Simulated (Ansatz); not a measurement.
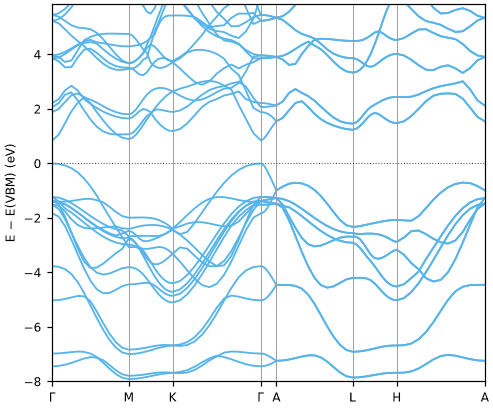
Fig. 1. Band structure from the program Ansatz at the LDA level (PAW)

Problem. Read off the gap and where the band edges lie.

Solution. About 0.9 eV (0.85 eV by a search for the band edges); maximum at Γ, minimum at Γ.

The material is GaSe in space group P6_3/mmc (No. 194; Ga on 4f, Se on 4f).

Symmetry was held in the LDA relaxation. A crystal of weakly bound layers computed without a dispersion correction: the cell and the soft elastic constants depend strongly on that. Spin–orbit coupling is left out wherever it is not named.

Potentials: the later of the program's two PAW sets.
